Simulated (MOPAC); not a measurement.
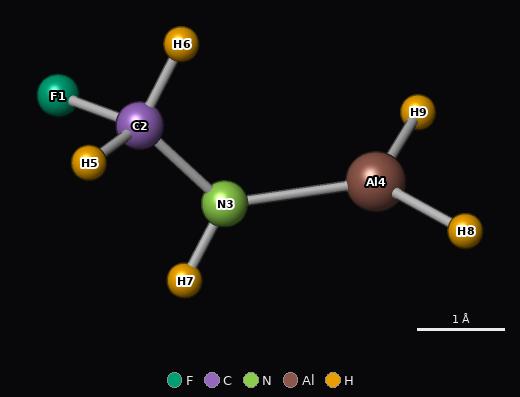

The input geometry (ball-and-stick view, seen at a tilt; atoms are numbered from 1 in the order of the input). Sticks mark near contacts.

## Run report: CH5AlFN, excited-state calculation

System: CH5AlFN.
Method: PM6, closed shell, in an applied electric field, COSMO solvent chloroform (MOPAC 23.2.5).

The geometry comes from this level: GFN2-xTB.

The input (ch5alfn.mop):
```
SINGLET EPS=4.71 C.I.=(9,4) CIS FIELD=(0,0,1.0) ROOT=2 N**2=2.09 MECI 1SCF PM6 THREADS=1 AUX(PRECISION=6)
job CH5AlFN

F
C 1 r2
N 2 r3 1 a3
Al 3 r4 2 a4 1 d4
H 2 r5 1 a5 3 d5
H 2 r6 5 a6 1 d6
H 3 r7 2 a7 6 d7
H 4 r8 3 a8 7 d8
H 4 r9 8 a9 3 d9

r2 1.386238
r3 1.426020
a3 111.417550
r4 1.797135
a4 130.471860
d4 109.489510
r5 1.100196
a5 105.033010
d5 -122.885690
r6 1.095867
a6 110.620940
d6 114.046410
r7 1.019311
a7 108.634890
d7 176.713050
r8 1.536361
a8 117.429440
d8 -81.885900
r9 1.538301
a9 119.439320
d9 177.471560
```

Launched with:
```bash
mopac ch5alfn.mop
```

The program's output:
```
MOPAC v23.2.5
PM6 CALCULATION RESULTS

 *  PM6        - The PM6 Hamiltonian to be used
 *  CIS        - C.I. USES 1 ELECTRON EXCITATIONS ONLY
 *  SINGLET    - SPIN STATE DEFINED AS A SINGLET
 *  FIELD      - AN EXTERNAL ELECTRIC FIELD IS TO BE USED
 *  C.I.=(N,M) - 4 DOUBLY FILLED LEVELS USED IN A C.I. INVOLVING 9 M.O.'S
 *  ROOT       - IN A C.I. CALCULATION, ROOT "2" TO BE OPTIMIZED.
 *  EPS=4.71   - USE COSMO IMPLICIT SOLVATION MODEL
 *  N**2=2.09  - USED IN COSMO-CI
 *  1SCF       - DO 1 SCF AND THEN STOP
 *  THREADS=1  - MULTI-THREADING NOT USED
 *  AUX        - OUTPUT AUXILIARY INFORMATION
 *  MECI       - M.E.C.I. WORKING TO BE PRINTED
SINGLET EPS=4.71 C.I.=(9,4) CIS FIELD=(0,0,1.0) ROOT=2 N**2=2.09 MECI 1SCF PM6 THREADS=1 AUX(PRECISION=6) SYMMETRY
 job CH5AlFN

  ATOM    CHEMICAL      BOND LENGTH      BOND ANGLE     TWIST ANGLE
 NUMBER    SYMBOL       (ANGSTROMS)      (DEGREES)       (DEGREES)
   (I)                     NA:I           NB:NA:I       NC:NB:NA:I       NA    NB    NC
     1       F          0.00000000       0.0000000       0.0000000        0     0     0
     2       C          1.38623800  *    0.0000000       0.0000000        1     0     0
     3       N          1.42602000  *  111.4175500  *    0.0000000        2     1     0
     4      Al          1.79713500  *  130.4718600  *  109.4895100  *     3     2     1
     5       H          1.10019600  *  105.0330100  * -122.8856900  *     2     1     3
     6       H          1.09586700  *  110.6209400  *  114.0464100  *     2     5     1
     7       H          1.01931100  *  108.6348900  *  176.7130500  *     3     2     6
     8       H          1.53636100  *  117.4294400  *  -81.8859000  *     4     3     7
     9       H          1.53830100  *  119.4393200  *  177.4715600  *     4     8     3

          CARTESIAN COORDINATES

    NO.       ATOM           X           Y           Z

     1         F          0.0000      0.0000      0.0000
     2         C          1.3862      0.0000      0.0000
     3         N          1.9070      1.3275      0.0000
     4        Al          2.7575      2.2469      1.2888
     5         H          1.6716     -0.5769     -0.8923
     6         H          1.6898     -0.5253      0.9126
     7         H          1.6576      1.7752     -0.8811
     8         H          4.2811      2.3988      1.1618
     9         H          2.0402      2.8249      2.5207

           Empirical Formula: C H5 N F Al  =     9 atoms

      MOLECULAR POINT GROUP   :   C1

 SINGLET STATE CALCULATION

      RHF CALCULATION, NO. OF DOUBLY OCCUPIED LEVELS = 12

          THE ELECTRIC FIELD IS   0.00000   0.00000   1.00000 VOLTS/ANGSTROM

 -------------------------------------------------------------------------------
 SINGLET EPS=4.71 C.I.=(9,4) CIS FIELD=(0,0,1.0) ROOT=2 N**2=2.09 MECI 1SCF PM6 THREADS=1 AUX(PRECISION=6) SYMMETRY
 job CH5AlFN

     1SCF WAS SPECIFIED, SO BFGS WAS NOT USED
     SCF FIELD WAS ACHIEVED

                              PM6 CALCULATION

          FINAL HEAT OF FORMATION =         93.15672 KCAL/MOL =     389.76771 KJ/MOL
          VAN DER WAALS AREA      =        118.04 SQUARE ANGSTROMS

          DIELECTRIC ENERGY       =         -0.20323 EV
          COSMO AREA              =        118.04 SQUARE ANGSTROMS
          COSMO VOLUME            =        105.15 CUBIC ANGSTROMS

          IONIZATION POTENTIAL    =          9.358223 EV          STATE:   2 SINGLET A
          HOMO LUMO ENERGIES (EV) =         -9.358 -0.127
          NO. OF FILLED LEVELS    =         12
          MOLECULAR WEIGHT        =         77.0371         POINT GROUP:  C1

          MOLECULAR DIMENSIONS (Angstroms)

            Atom       Atom       Distance
            H     8    F     1     5.04300
            H     9    H     5     3.99663
            H     7    H     6     2.84309

          SCF CALCULATIONS        =          2

          WALL-CLOCK TIME         =      0.016 SECONDS
          COMPUTATION TIME        =      0.015 SECONDS

  ATOM    CHEMICAL      BOND LENGTH      BOND ANGLE     TWIST ANGLE
 NUMBER    SYMBOL       (ANGSTROMS)      (DEGREES)       (DEGREES)
   (I)                     NA:I           NB:NA:I       NC:NB:NA:I       NA    NB    NC
     1       F          0.00000000       0.0000000       0.0000000        0     0     0
     2       C          1.38623800  *    0.0000000       0.0000000        1     0     0
     3       N          1.42602000  *  111.4175500  *    0.0000000        2     1     0
     4      Al          1.79713500  *  130.4718600  *  109.4895100  *     3     2     1
     5       H          1.10019600  *  105.0330100  * -122.8856900  *     2     1     3
     6       H          1.09586700  *  110.6209400  *  114.0464100  *     2     5     1
     7       H          1.01931100  *  108.6348900  *  176.7130500  *     3     2     6
     8       H          1.53636100  *  117.4294400  *  -81.8859000  *     4     3     7
     9       H          1.53830100  *  119.4393200  *  177.4715600  *     4     8     3

                             CARTESIAN COORDINATES

   1    F        0.000000000     0.000000000     0.000000000
   2    C        1.386238000     0.000000000     0.000000000
   3    N        1.906966250     1.327544775     0.000000000
   4   Al        2.757540388     2.246909627     1.288792502
   5    H        1.671601892    -0.576923647    -0.892276747
   6    H        1.689760510    -0.525311204     0.912604354
   7    H        1.657608353     1.775222584    -0.881135706
   8    H        4.281091170     2.398810704     1.161811411
   9    H        2.040153115     2.824913271     2.520716710

           Empirical Formula: C H5 N F Al  =     9 atoms

      MOLECULAR POINT GROUP   :   C1

                  EIGENVALUES
 -40.37462 -30.82255 -23.41119 -18.00454 -17.04586 -16.36999 -16.28935 -14.83244
 -14.04222 -13.33274 -12.30942  -9.35822  -0.12734   1.72061   3.02907   3.40224
   4.75856   4.78800   5.66119   5.93801   7.46180 101.54493 101.56129 101.99757
 103.67273 103.76420

              NET ATOMIC CHARGES AND DIPOLE CONTRIBUTIONS

  ATOM NO.   TYPE          CHARGE      No. of ELECS.   s-Pop       p-Pop       d-Pop
    1          F          -0.227686        7.2277     1.97335     5.25434
    2          C           0.140157        3.8598     1.11436     2.74549
    3          N           0.069813        4.9302     1.52177     3.40842
    4         Al          -0.354014        3.3540     0.99029     2.32844     0.03528
    5          H           0.198143        0.8019     0.80186
    6          H           0.067435        0.9326     0.93257
    7          H           0.317175        0.6828     0.68282
    8          H          -0.061392        1.0614     1.06139
    9          H          -0.149631        1.1496     1.14963
 DIPOLE           X         Y         Z       TOTAL
 POINT-CHG.    -1.181    -4.128    -6.242     7.576
 HYBRID        -0.537    -0.122    -0.203     0.587
 SUM           -1.718    -4.250    -6.445     7.909

          ATOMIC ORBITAL ELECTRON POPULATIONS

     Atom    s        px        py        pz      x^2-y^2     xz        z^2       yz        xy
    1  F   1.97335   1.27822   1.98292   1.99320
    2  C   1.11436   0.74880   0.89845   1.09823
    3  N   1.52177   1.08686   1.11359   1.20796
    4 Al   0.99029   0.74982   0.78824   0.79038   0.00653   0.00908   0.00759   0.00744   0.00463
    5  H   0.80186
    6  H   0.93257
    7  H   0.68282
    8  H   1.06139
    9  H   1.14963

          MULTI-ELECTRON CONFIGURATION INTERACTION CALCULATION

          COMPONENT OF SPIN  =  0.0

           NO OF CONFIGURATIONS CONSIDERED = 41

 CONFIGURATIONS CONSIDERED IN C.I.
 M.O. NUMBER :         9  10  11  12  13  14  15  16  17
          ENERGY

              1        1   1   1   1   0   0   0   0   0
          0.0000       1   1   1   1   0   0   0   0   0

              2        1   1   1   1   0   0   0   0   0
          3.7853       1   1   1   0   1   0   0   0   0

              3        1   1   1   1   0   0   0   0   0
          4.4146       1   1   1   0   0   1   0   0   0

              4        1   1   1   1   0   0   0   0   0
          5.9511       1   1   1   0   0   0   1   0   0

              5        1   1   1   1   0   0   0   0   0
          7.2364       1   1   1   0   0   0   0   1   0

              6        1   1   1   1   0   0   0   0   0
          7.8405       1   1   1   0   0   0   0   0   1

              7        1   1   1   1   0   0   0   0   0
          7.5035       1   1   0   1   1   0   0   0   0

              8        1   1   1   1   0   0   0   0   0
          8.0462       1   1   0   1   0   1   0   0   0

              9        1   1   1   1   0   0   0   0   0
          8.0716       1   1   0   1   0   0   1   0   0

             10        1   1   1   1   0   0   0   0   0
         10.6133       1   1   0   1   0   0   0   1   0

             11        1   1   1   1   0   0   0   0   0
         10.0077       1   1   0   1   0   0   0   0   1

             12        1   1   1   1   0   0   0   0   0
          7.3603       1   0   1   1   1   0   0   0   0

             13        1   1   1   1   0   0   0   0   0
          9.4203       1   0   1   1   0   1   0   0   0

             14        1   1   1   1   0   0   0   0   0
         11.8178       1   0   1   1   0   0   1   0   0

             15        1   1   1   1   0   0   0   0   0
         10.7932       1   0   1   1   0   0   0   1   0

             16        1   1   1   1   0   0   0   0   0
         13.0283       1   0   1   1   0   0   0   0   1

             17        1   1   1   1   0   0   0   0   0
          9.2582       0   1   1   1   1   0   0   0   0

             18        1   1   1   1   0   0   0   0   0
          9.9147       0   1   1   1   0   1   0   0   0

             19        1   1   1   1   0   0   0   0   0
          9.3546       0   1   1   1   0   0   1   0   0

             20        1   1   1   1   0   0   0   0   0
         12.2580       0   1   1   1   0   0   0   1   0

             21        1   1   1   1   0   0   0   0   0
         12.4319       0   1   1   1   0   0   0   0   1

             22        1   1   1   0   1   0   0   0   0
          3.7853       1   1   1   1   0   0   0   0   0

             23        1   1   1   0   0   1   0   0   0
          4.4146       1   1   1   1   0   0   0   0   0

             24        1   1   1   0   0   0   1   0   0
          5.9511       1   1   1   1   0   0   0   0   0

             25        1   1   1   0   0   0   0   1   0
          7.2364       1   1   1   1   0   0   0   0   0

             26        1   1   1   0   0   0   0   0   1
          7.8405       1   1   1   1   0   0   0   0   0

             27        1   1   0   1   1   0   0   0   0
          7.5035       1   1   1   1   0   0   0   0   0

             28        1   1   0   1   0   1   0   0   0
          8.0462       1   1   1   1   0   0   0   0   0

             29        1   1   0   1   0   0   1   0   0
          8.0716       1   1   1   1   0   0   0   0   0

             30        1   1   0   1   0   0   0   1   0
         10.6133       1   1   1   1   0   0   0   0   0

             31        1   1   0   1   0   0   0   0   1
         10.0077       1   1   1   1   0   0   0   0   0

             32        1   0   1   1   1   0   0   0   0
          7.3603       1   1   1   1   0   0   0   0   0

             33        1   0   1   1   0   1   0   0   0
          9.4203       1   1   1   1   0   0   0   0   0

             34        1   0   1   1   0   0   1   0   0
         11.8178       1   1   1   1   0   0   0   0   0

             35        1   0   1   1   0   0   0   1   0
         10.7932       1   1   1   1   0   0   0   0   0

             36        1   0   1   1   0   0   0   0   1
         13.0283       1   1   1   1   0   0   0   0   0

             37        0   1   1   1   1   0   0   0   0
          9.2582       1   1   1   1   0   0   0   0   0

             38        0   1   1   1   0   1   0   0   0
          9.9147       1   1   1   1   0   0   0   0   0

             39        0   1   1   1   0   0   1   0   0
          9.3546       1   1   1   1   0   0   0   0   0

             40        0   1   1   1   0   0   0   1   0
         12.2580       1   1   1   1   0   0   0   0   0

             41        0   1   1   1   0   0   0   0   1
         12.4319       1   1   1   1   0   0   0   0   0

  STATE       ENERGY (EV)        Q.N.  SPIN   SYMMETRY              POLARIZATION
         ABSOLUTE     RELATIVE                                X           Y           Z

    1     0.000000    0.000000     1   SINGLET     A         0.0120      0.0158      0.0075
    2     3.353195    3.353195     1   TRIPLET     A
    3+    3.488050    3.488050     2+  SINGLET     A
    4     3.621248    3.621248     2   TRIPLET     A
    5     4.557591    4.557591     3   SINGLET     A         0.0111      0.0039      0.0227
    6     5.157607    5.157607     3   TRIPLET     A
    7     5.833350    5.833350     4   SINGLET     A         0.0000      0.0001      0.0001
    8     6.790929    6.790929     4   TRIPLET     A
    9     6.800592    6.800592     5   TRIPLET     A
   10     7.114002    7.114002     5   SINGLET     A         0.0759      0.0769      0.0861
   11     7.254172    7.254172     6   TRIPLET     A
   12     7.457284    7.457284     7   TRIPLET     A
   13     7.525135    7.525135     6   SINGLET     A         0.0121      0.0721      0.0067
   14     7.614135    7.614135     7   SINGLET     A         0.0006      0.0131      0.0000
   15     7.404935    7.404935     8   SINGLET     A         0.0035      0.0305      0.0105
   16     7.577736    7.577736     8   TRIPLET     A
   17     7.701643    7.701643     9   TRIPLET     A
   18     7.720659    7.720659     9   SINGLET     A         0.0002      0.0189      0.0011
   19     7.966127    7.966127    10   SINGLET     A         0.0055      0.0116      0.0046
   20     8.496357    8.496357    11   SINGLET     A         0.0000      0.0003      0.0000
   21     8.635738    8.635738    10   TRIPLET     A
   22     8.790172    8.790172    11   TRIPLET     A
   23     8.837887    8.837887    12   TRIPLET     A
   24     9.106507    9.106507    12   SINGLET     A         0.0006      0.0006      0.0012
   25     9.390739    9.390739    13   TRIPLET     A
   26     9.493447    9.493447    13   SINGLET     A         0.0036      0.0027      0.0111
   27     9.271664    9.271664    14   TRIPLET     A
   28     9.854039    9.854039    14   SINGLET     A         0.0001      0.0000      0.0000
   29    10.107521   10.107521    15   SINGLET     A         0.0001      0.0000      0.0000
   30    10.448099   10.448099    15   TRIPLET     A
   31    10.990621   10.990621    16   SINGLET     A         0.0016      0.0012      0.0017
   33    11.138444   11.138444    17   SINGLET     A         0.0002      0.0001      0.0001
   34    11.796584   11.796584    17   TRIPLET     A
   35    12.023955   12.023955    18   SINGLET     A
   36    12.247476   12.247476    18   TRIPLET     A
   37    11.813597   11.813597    19   SINGLET     A         0.0000      0.0002      0.0000
   38    12.762439   12.762439    19   TRIPLET     A
   39    12.419813   12.419813    20   SINGLET     A
   40    13.049702   13.049702    20   TRIPLET     A
   41    13.129335   13.129335    21   SINGLET     A         0.0002      0.0003      0.0001
           The "+" symbol indicates the root used.

 *                    *
 * JOB ENDED NORMALLY *
 *                    *

 TOTAL JOB TIME:             0.03 SECONDS

 == MOPAC DONE ==
```

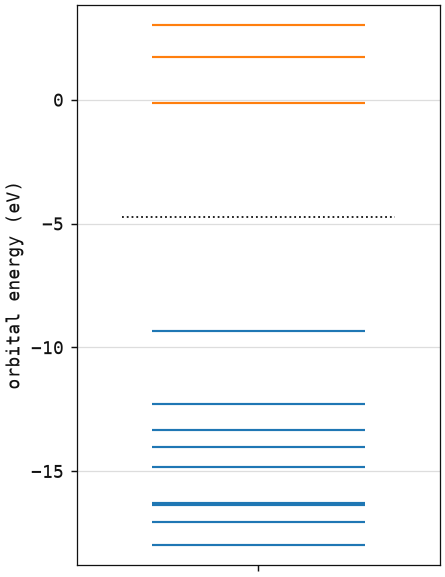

Orbital energies near the frontier; the dotted line parts filled from empty levels, and levels within 0.02 eV of each other stand side by side. Highest filled −9.36 eV, lowest empty −0.13 eV, 9.23 eV apart.

Key numbers:

| quantity | value |
| --- | --- |
| outcome | converged |
| heat of formation | 93.16 kcal/mol |
| basis functions | 26 |
| HOMO | −9.36 eV |
| LUMO | −0.13 eV |
| dipole moment | 7.91 D |
| hardware | 1 thread of Arm Neoverse V1, 24 GiB of memory available, shared host |
| peak memory | 0.072 GiB |

MOPAC's energies along a path are heats of formation.
